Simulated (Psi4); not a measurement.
# CClF2 (SMILES F[C](F)Cl) at 3 levels

Wanted: a comparison of 3 runs (UHF-D4/3-21G, UPBE0/def2-SVP, UPBE0-D3M(BJ)/6-311++G(3df,3pd)) of CClF2. 

The results are computed with Psi4 1.11.

1 further run of the same task is left out (set aside as unsound or not needed).

## 1. Starting point

The species is CClF2 (4 atoms), meant as a doublet with charge 0. As SMILES, `F[C](F)Cl`. The coordinates come from a PBE0-D4/def2-TZVP relaxation.

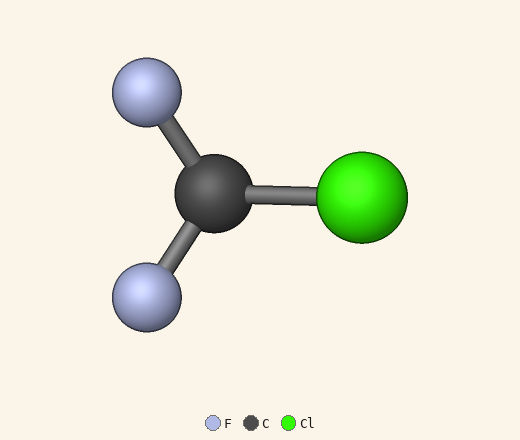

Viewed from a chosen angle; fluorine light blue, carbon dark grey, chlorine green.

## 2. A single-point energy at UHF-D4/3-21G (DKH2) (run 1)

cclf2.inp

```
memory 1.6 GB

molecule mol {
  0 2
  F      0.026200     0.169300     1.294600
  C     -0.230600    -0.190200     0.056400
  F      0.573000    -1.160700    -0.318600
  Cl    -0.313000     1.121200    -1.052700
  units angstrom
}

set reference uhf
set scf_type pk
set relativistic dkh
set dkh_order 2

energy('hf-d4/3-21G')
```

Started as:

```bash
psi4 -i cclf2.inp -o cclf2.out -n 1
```

cclf2.out:

```text
[...]
  Running in c1 symmetry.
[...]
  Nuclear repulsion =  158.060087509734217
[...]
  Multiplicity = 2
[...]
  Nalpha       = 21
  Nbeta        = 20
[...]
    Number of basis functions: 40
[...]
   @UHF iter   1:  -693.94169072939496   -2.82902e-01   1.01811e-02 DIIS/ADIIS
[...]
   @UHF iter  10:  -694.03489025935130   -3.02308e-08   8.91144e-07 DIIS
[...]
   @S^2 Observed:                7.556989595E-01
[...]
    Orbital Energies [Eh]
    ---------------------
    Alpha Occupied:
       1A   -104.531254     2A    -26.269548     3A    -26.269002
       4A    -11.457559     5A    -10.623418     6A     -8.028857
       7A     -8.022786     8A     -8.022071     9A     -1.740067
      10A     -1.666160    11A     -1.212878    12A     -0.941734
      13A     -0.817305    14A     -0.810460    15A     -0.789730
      16A     -0.713080    17A     -0.669138    18A     -0.632935
      19A     -0.536529    20A     -0.511785    21A     -0.430902
    Alpha Virtual:
      22A      0.191588    23A      0.351462    24A      0.393899
      25A      0.670832    26A      0.748794    27A      0.766015
[...]
  @UHF Final Energy:  -694.03489025935130
   => Energetics <=
    Nuclear Repulsion Energy =            158.0600875097342168
    One-Electron Energy =               -1275.5551427544926355
    Two-Electron Energy =                 423.4694017063189904
    Total Energy =                       -694.0348902593511866
  UHF NO Occupations:
  HONO-2 :   19  A 1.9992947
  HONO-1 :   20  A 1.9989324
[...]
 Multipole Moments:
 ------------------------------------------------------------------------------------
     Multipole            Electronic (a.u.)      Nuclear  (a.u.)        Total (a.u.)
 ------------------------------------------------------------------------------------
 L = 1.  Multiply by 2.5417464519 to convert [e a0] to [Debye]
 Dipole X            :          0.1339428           -0.3555241           -0.2215812
 Dipole Y            :         -0.5217627            0.5054493           -0.0163134
 Dipole Z            :          0.4755264           -0.5372316           -0.0617052
 Magnitude           :                                                    0.2305904
[...]
```

Wall time 2.1 s (1 thread of AMD EPYC 9R45 (Zen 5), shared host); peak memory 0.33 GiB.

## 3. A single-point energy at UPBE0/def2-SVP (run 2)

cclf2.json

```json
{
  "schema_name": "qcschema_input",
  "schema_version": 1,
  "molecule": {
    "schema_name": "qcschema_molecule",
    "schema_version": 2,
    "symbols": ["F", "C", "F", "Cl"],
    "geometry": [0.04951082, 0.31993063, 2.44643944, -0.43577084, -0.35942591, 0.10658055, 1.08281307, -2.19340511, -0.60206674, -0.59148428, 2.11876093, -1.98931469],
    "molecular_charge": 0,
    "molecular_multiplicity": 2,
    "fix_symmetry": "c1"
  },
  "driver": "energy",
  "model": {
    "method": "pbe0",
    "basis": "def2-SVP"
  },
  "keywords": {
    "reference": "uks",
    "puream": true,
    "e_convergence": 1e-09,
    "d_convergence": 1e-08,
    "scf_type": "pk",
    "dft_radial_points": 99,
    "dft_spherical_points": 590,
    "maxiter": 200
  }
}
```

Started as:

```bash
psi4 --qcschema cclf2.json -n 1 --memory 1600MB
```

stdout:

```text
[...]
  Running in c1 symmetry.
[...]
  Nuclear repulsion =  158.060087713314061
[...]
  Multiplicity = 2
[...]
  Nalpha       = 21
  Nbeta        = 20
[...]
    Number of basis functions: 60
[...]
   @UKS iter   1:  -697.17859082134817   -7.38594e-02   5.04764e-03 DIIS/ADIIS
[...]
   @UKS iter  13:  -697.20966451987283   -9.09495e-13   3.88682e-09 DIIS
[...]
   @S^2 Observed:                7.523074321E-01
[...]
    Orbital Energies [Eh]
    ---------------------
    Alpha Occupied:
       1A   -101.716101     2A    -24.833770     3A    -24.833756
       4A    -10.456079     5A     -9.569314     6A     -7.310906
       7A     -7.301216     8A     -7.300101     9A     -1.335361
      10A     -1.269144    11A     -0.922204    12A     -0.708643
      13A     -0.621841    14A     -0.585933    15A     -0.583389
      16A     -0.494958    17A     -0.468110    18A     -0.467249
      19A     -0.383176    20A     -0.365121    21A     -0.262271
    Alpha Virtual:
      22A      0.057207    23A      0.150035    24A      0.171200
      25A      0.338133    26A      0.441055    27A      0.446861
[...]
  @UKS Final Energy:  -697.20966451987283
   => Energetics <=
    Nuclear Repulsion Energy =            158.0600877133140614
    One-Electron Energy =               -1278.3224838523603921
    Two-Electron Energy =                 464.0384497524386234
    DFT Exchange-Correlation Energy =     -40.9857181332650953
    Empirical Dispersion Energy =           0.0000000000000000
    VV10 Nonlocal Energy =                  0.0000000000000000
    Total Energy =                       -697.2096645198728311
[...]
 Multipole Moments:
 ------------------------------------------------------------------------------------
     Multipole            Electronic (a.u.)      Nuclear  (a.u.)        Total (a.u.)
 ------------------------------------------------------------------------------------
 L = 1.  Multiply by 2.5417464519 to convert [e a0] to [Debye]
 Dipole X            :          0.3041328           -0.3555241           -0.0513913
 Dipole Y            :         -0.4267682            0.5054493            0.0786812
 Dipole Z            :          0.4548911           -0.5372316           -0.0823406
 Magnitude           :                                                    0.1249470
[...]
```

The result, in JSON:

```text
{
 "driver": "energy",
 "model": {
  "method": "pbe0",
  "basis": "def2-SVP"
 },
 "success": true,
 "return_result": -697.2096645198728,
 "properties": {
  "calcinfo_nbasis": 60,
  "calcinfo_nmo": 60,
  "calcinfo_nalpha": 21,
  "calcinfo_nbeta": 20,
  "calcinfo_natom": 4,
  "nuclear_repulsion_energy": 158.06008771331406,
  "return_energy": -697.2096645198728,
  "scf_one_electron_energy": -1278.3224838523604,
  "scf_two_electron_energy": 464.0384497524386,
  "scf_xc_energy": -40.985718133265095,
  "scf_dipole_moment": [-0.05139126717836523, 0.0786811837702267, -0.08234058158780277],
  "scf_total_energy": -697.2096645198728,
  "scf_iterations": 13
 }
}
```

Wall time 6 s (1 thread of AMD EPYC 9R45 (Zen 5), shared host); peak memory 0.56 GiB.

## 4. Energy and gradient at UPBE0-D3M(BJ)/6-311++G(3df,3pd) (density fitting) (run 3)

calc.py

```python
import psi4

psi4.set_memory(1600000000)
psi4.set_num_threads(1)
psi4.core.set_output_file('output.dat', False)

mol = psi4.geometry("""
0 2
F      0.04951082     0.31993063     2.44643944
C     -0.43577084    -0.35942591     0.10658055
F      1.08281307    -2.19340511    -0.60206674
Cl    -0.59148428     2.11876093    -1.98931469
units bohr
""")

psi4.set_options({
    'basis': '6-311++G(3df,3pd)',
    'reference': 'uks',
})

e = psi4.gradient('PBE0-D3M(BJ)', molecule=mol)
print('gradient / Eh bohr^-1')
print(e.np.round(6))
```

Started as:

```bash
python calc.py
```

output.dat:

```text
[...]
  Running in c1 symmetry.
[...]
  Nuclear repulsion =  158.060087713314061
[...]
  Multiplicity = 2
[...]
  Nalpha       = 21
  Nbeta        = 20
[...]
    Number of basis functions: 164
[...]
   @DF-UKS iter   1:  -697.60383605200946   -1.19529e-01   2.26523e-03 ADIIS/DIIS
[...]
   @DF-UKS iter  13:  -697.64630507810102   -2.38742e-12   6.07641e-09 DIIS
[...]
   @S^2 Observed:                7.530536016E-01
[...]
    Orbital Energies [Eh]
    ---------------------
    Alpha Occupied:
       1A   -101.770259     2A    -24.837896     3A    -24.837885
       4A    -10.459202     5A     -9.580046     6A     -7.316716
       7A     -7.308136     8A     -7.307050     9A     -1.361159
      10A     -1.298101    11A     -0.928605    12A     -0.726150
      13A     -0.631847    14A     -0.593686    15A     -0.591037
      16A     -0.505736    17A     -0.478854    18A     -0.476321
      19A     -0.390915    20A     -0.373183    21A     -0.272311
    Alpha Virtual:
      22A      0.007832    23A      0.020885    24A      0.051214
      25A      0.056999    26A      0.060207    27A      0.084852
[...]
  @DF-UKS Final Energy:  -697.64630507810102
   => Energetics <=
    Nuclear Repulsion Energy =            158.0600877133140614
    One-Electron Energy =               -1278.6817191471411661
    Two-Electron Energy =                 463.9621967271137919
    DFT Exchange-Correlation Energy =     -40.9839741572298308
    Empirical Dispersion Energy =          -0.0028962141578736
    VV10 Nonlocal Energy =                  0.0000000000000000
    Total Energy =                       -697.6463050781010224
[...]
 Multipole Moments:
 ------------------------------------------------------------------------------------
     Multipole            Electronic (a.u.)      Nuclear  (a.u.)        Total (a.u.)
 ------------------------------------------------------------------------------------
 L = 1.  Multiply by 2.5417464519 to convert [e a0] to [Debye]
 Dipole X            :          0.2720688           -0.3555241           -0.0834552
 Dipole Y            :         -0.4193522            0.5054493            0.0860971
 Dipole Z            :          0.4379117           -0.5372316           -0.0993200
 Magnitude           :                                                    0.1556983
[...]
  -Total Gradient:
     Atom            X                  Y                   Z
    ------   -----------------  -----------------  -----------------
       1        0.000379125488     0.000673812744     0.002697408349
       2       -0.001581274537     0.000127817142    -0.000657820519
       3        0.001550603346    -0.002186813088    -0.000780036592
       4       -0.000292127572     0.001465350124    -0.001306549440
[...]
```

The script printed:

```text
gradient / Eh bohr^-1
[[ 0.000379  0.000674  0.002697]
 [-0.001581  0.000128 -0.000658]
 [ 0.001551 -0.002187 -0.00078 ]
 [-0.000292  0.001465 -0.001307]]
```

Wall time 11 s (1 thread of AMD EPYC 9R45 (Zen 5), shared host); peak memory 0.63 GiB.

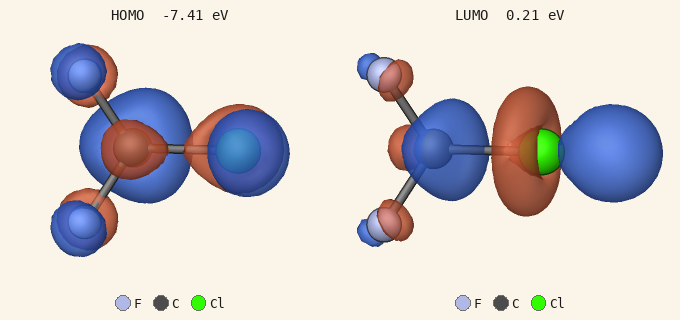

Frontier orbitals of this run (spin up), surfaces at ±0.2 Å^-3/2.

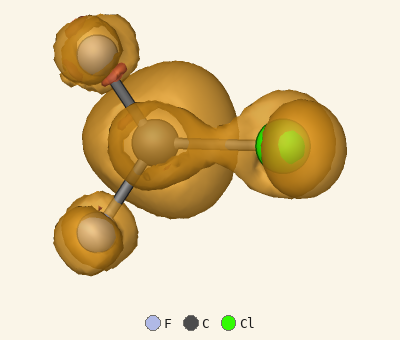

Spin density, surfaces at ±0.03 e/Å³.

## 5. All runs side by side

```
run                                              level  Cartesian functions  symmetry  energy (Eh)  dipole moment (D)  HOMO energy (eV)  LUMO energy (eV)  wall time
  1                                UHF-D4/3-21G (DKH2)                  yes      auto  -694.034890               0.59            -11.73              2.59      2.1 s
  2                                     UPBE0/def2-SVP                   no        c1  -697.209665               0.32             -7.14             -2.06        6 s
  3  UPBE0-D3M(BJ)/6-311++G(3df,3pd) (density fitting)                   no      auto  -697.646305               0.40             -7.41             -2.43       11 s
```

## 6. What came out

| quantity | value |
| --- | --- |
| run 3: total energy | -697.64631 Eh |
| run 3: dipole moment | 0.40 D |
| run 3: HOMO energy (highest over α and β) | -7.41 eV |
| run 3: LUMO energy (lowest over α and β) | -2.43 eV |
| run 3: dispersion energy | -7.60 kJ/mol |
| run 3: ⟨S²⟩ | 0.753 |
| run 3: largest force on an atom | 0.144 eV/Å |

What this shows: The dipole moment (its size) runs from 0.32 D (UPBE0/def2-SVP) to 0.59 D (UHF-D4/3-21G). The two ends differ in method and basis and Hamiltonian. Some runs of one species differ in core potentials or relativity; totals across that change don't compare. All runs together took 19 s, the longest 11 s.
